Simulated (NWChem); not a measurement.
**C2H8OSn (SMILES [CH3][SnH]([CH3])[OH]) at 3 levels**

We compute a comparison of 3 runs (HF/STO-3G, HF/3-21G, CAM-B3LYP/def2-SVP) of C2H8OSn. 

The calculation is run with NWChem 7.3.0.

**1. Starting point**

The species is C2H8OSn (12 atoms), meant as a singlet with charge 0. SMILES: `[CH3][SnH]([CH3])[OH]`. Geometry: relaxed at PBE0-D4/def2-TZVP. This is one conformer, not always the lowest.

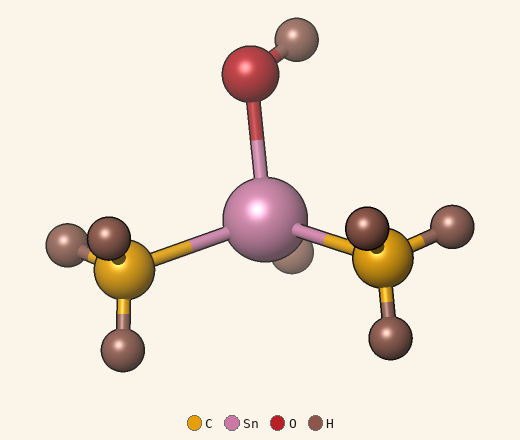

The structure, seen from a chosen angle (carbon amber, tin pink, oxygen red, hydrogen brown).

**2. Energy and forces at HF/STO-3G (run 1)**

calc.nw

```
start calc
title "C2H8OSn"
memory 2200 mb
charge 0

geometry noautosym nocenter noautoz
C       -0.737300       1.161600      -1.330200
Sn      -0.473900      -0.166600       0.310700
C        1.517400      -0.173800       1.086500
O       -0.798900      -1.938100      -0.509600
H       -1.759600       1.088500      -1.700500
H       -0.537700       2.191200      -1.031000
H       -0.050000       0.883400      -2.129700
H       -1.637800       0.046600       1.558200
H        1.775800       0.808400       1.485200
H        1.607000      -0.911900       1.883800
H        2.214500      -0.428400       0.287800
H       -1.042500      -2.616300       0.122900
end

basis spherical bse
* library STO-3G
end

scf
singlet
rhf
thresh 1e-08
maxiter 80
noprint "final vectors analysis"
end

task scf gradient
```

Launch:

```
nwchem calc.nw > calc.out
```

What it wrote:

```text
[...]
  functions       =    50
[...]
  wavefunction    = RHF
[...]
         Total SCF energy =  -6116.643457625740
      One-electron energy =  -9264.148102243993
      Two-electron energy =   2742.822706709228
 Nuclear repulsion energy =    404.681937909025
        Time for solution =      8.6s
[...]
                         RHF ENERGY GRADIENTS
    atom               coordinates                        gradient
                 x          y          z           x          y          z
   1 C      -1.393295   2.195106  -2.513714   -0.003683   0.006095  -0.012363
   2 Sn     -0.895541  -0.314828   0.587138    0.018532   0.021408  -0.011329
   3 C       2.867470  -0.328434   2.053187    0.014672  -0.003131   0.005493
   4 O      -1.509702  -3.662478  -0.963004   -0.013209  -0.040008   0.025841
   5 H      -3.325162   2.056967  -3.213479   -0.008493  -0.003969   0.000714
   6 H      -1.016106   4.140768  -1.948307    0.002778   0.006130   0.007617
   7 H      -0.094486   1.669384  -4.024549    0.007279  -0.006241  -0.003083
   8 H      -3.094993   0.088061   2.944571   -0.020154   0.000243   0.019835
   9 H       3.355775   1.527654   2.806621   -0.002885   0.009596   0.002077
  10 H       3.036790  -1.723241   3.559866   -0.003815  -0.006485   0.005513
  11 H       4.184798  -0.809559   0.543863    0.000981  -0.002430  -0.009601
[...]
```

Run time: 12 s. Hardware: 1 thread of Intel Xeon Platinum 8252C at 3.80GHz (Skylake/Cascade Lake), shared host; peak memory 0.1 GiB.

**3. Energy and forces at HF/3-21G (run 2)**

nw.nw

```
start nw
memory 2200 mb
charge 0
geometry units angstroms noautosym nocenter noautoz
  C     -0.737300     1.161600    -1.330200
  Sn    -0.473900    -0.166600     0.310700
  C      1.517400    -0.173800     1.086500
  O     -0.798900    -1.938100    -0.509600
  H     -1.759600     1.088500    -1.700500
  H     -0.537700     2.191200    -1.031000
  H     -0.050000     0.883400    -2.129700
  H     -1.637800     0.046600     1.558200
  H      1.775800     0.808400     1.485200
  H      1.607000    -0.911900     1.883800
  H      2.214500    -0.428400     0.287800
  H     -1.042500    -2.616300     0.122900
end
basis spherical bse
  * library 3-21G
end
scf
  thresh 1e-08
  maxiter 80
end
task scf gradient
```

Launch:

```
nwchem nw.nw > nw.out
```

What it wrote:

```text
[...]
  functions       =    74
[...]
  wavefunction    = RHF
[...]
         Total SCF energy =  -6150.704970092123
      One-electron energy =  -9290.672562739999
      Two-electron energy =   2735.285654738851
 Nuclear repulsion energy =    404.681937909025
        Time for solution =      9.1s
[...]
                         RHF ENERGY GRADIENTS
    atom               coordinates                        gradient
                 x          y          z           x          y          z
   1 C      -1.393295   2.195106  -2.513714    0.000556  -0.008614   0.003807
   2 Sn     -0.895541  -0.314828   0.587138    0.000817   0.017170   0.013930
   3 C       2.867470  -0.328434   2.053187   -0.005597  -0.001812  -0.003856
   4 O      -1.509702  -3.662478  -0.963004   -0.001562  -0.016495  -0.009826
   5 H      -3.325162   2.056967  -3.213479   -0.004652  -0.001905   0.000367
   6 H      -1.016106   4.140768  -1.948307    0.001490   0.002643   0.004447
   7 H      -0.094486   1.669384  -4.024549    0.003873  -0.002733  -0.002018
   8 H      -3.094993   0.088061   2.944571    0.005666  -0.002253  -0.006420
   9 H       3.355775   1.527654   2.806621   -0.001532   0.004677   0.000877
  10 H       3.036790  -1.723241   3.559866   -0.002764  -0.003426   0.002544
  11 H       4.184798  -0.809559   0.543863    0.000870  -0.001236  -0.004768
[...]
```

It took 13 s on 1 thread of Intel Xeon Platinum 8252C at 3.80GHz (Skylake/Cascade Lake), shared host; peak memory 0.1 GiB.

**4. Energy and forces at CAM-B3LYP/def2-SVP (core potential) (run 3)**

c2h8osn.nw

```
start c2h8osn
title "C2H8OSn gradient"
memory stack 880 mb heap 220 mb global 1100 mb
geometry noautosym nocenter noautoz
  C       -0.737300       1.161600      -1.330200
  Sn      -0.473900      -0.166600       0.310700
  C        1.517400      -0.173800       1.086500
  O       -0.798900      -1.938100      -0.509600
  H       -1.759600       1.088500      -1.700500
  H       -0.537700       2.191200      -1.031000
  H       -0.050000       0.883400      -2.129700
  H       -1.637800       0.046600       1.558200
  H        1.775800       0.808400       1.485200
  H        1.607000      -0.911900       1.883800
  H        2.214500      -0.428400       0.287800
  H       -1.042500      -2.616300       0.122900
end
basis spherical bse
  C library def2-SVP
  Sn library def2-SVP
  O library def2-SVP
  H library def2-SVP
end
ecp bse
  Sn library def2-SVP
end
dft
  xc xcamb88 1.00 lyp 0.81 vwn_5 0.19 hfexch 1.00
  cam 0.33 cam_alpha 0.19 cam_beta 0.46
  grid fine
  convergence energy 1e-08
  direct
  iterations 100
  mulliken
  print low
end
task dft gradient
```

Launch:

```
nwchem c2h8osn.nw > c2h8osn.out
```

What it wrote:

```text
[...]
 d= 0,ls=0.0,diis     1   -370.2447223040 -5.84D+02  1.20D-02  6.69D-01     9.0
[...]
 d= 0,ls=0.0,diis     9   -370.3277229807 -9.12D-09  5.51D-07  2.71D-09    85.8
         Total DFT energy =     -370.327722980746
      One electron energy =    -1013.796501813590
           Coulomb energy =      469.839306162080
    Exchange-Corr. energy =      -40.418924388038
 Nuclear repulsion energy =      214.048397058802
[...]
                         DFT ENERGY GRADIENTS
    atom               coordinates                        gradient
                 x          y          z           x          y          z
   1 C      -1.393295   2.195106  -2.513714   -0.000651   0.001351  -0.003216
   2 Sn     -0.895541  -0.314828   0.587138    0.000540  -0.001962  -0.002253
   3 C       2.867470  -0.328434   2.053187    0.003547  -0.000897   0.000983
   4 O      -1.509702  -3.662478  -0.963004    0.000330   0.001700   0.005278
   5 H      -3.325162   2.056967  -3.213479    0.005168   0.000183   0.002056
   6 H      -1.016106   4.140768  -1.948307   -0.000904  -0.005384  -0.001009
   7 H      -0.094486   1.669384  -4.024549   -0.003375   0.001284   0.004056
   8 H      -3.094993   0.088061   2.944571    0.000554  -0.000773  -0.000635
   9 H       3.355775   1.527654   2.806621   -0.001742  -0.004801  -0.002129
  10 H       3.036790  -1.723241   3.559866   -0.000899   0.003696  -0.004224
  11 H       4.184798  -0.809559   0.543863   -0.003777   0.001197   0.003968
[...]
```

Run time: 2.1 min. Hardware: 1 thread of Intel Xeon Platinum 8252C at 3.80GHz (Skylake/Cascade Lake), shared host; peak memory 0.14 GiB.

**5. Overview of the runs**

| run | level | iteration cap | module | energy (Eh) | dipole moment (D) | largest force (eV/Å) | wall time |
| --- | --- | --- | --- | --- | --- | --- | --- |
| 1 | HF/STO-3G | 80 | scf | -6116.643458 | 1.67 | 2.542 | 12 s |
| 2 | HF/3-21G | 80 | scf | -6150.704970 | 2.08 | 1.138 | 13 s |
| 3 | CAM-B3LYP/def2-SVP (core potential) | 100 | dft | -370.327723 | – | 0.292 | 2.1 min |

**6. What came out**

```
                       quantity          value
            run 3: total energy  -370.32772 Eh
run 3: largest force on an atom     0.292 eV/Å
```

What this shows: Some runs of one species differ in core potentials or relativity; totals across that change don't compare. In run 1 the basis is minimal, so the values are rough. In runs 1, 2 relativity is left out where basis or elements ask for it. All runs together took 2.5 min, the longest 2.1 min.
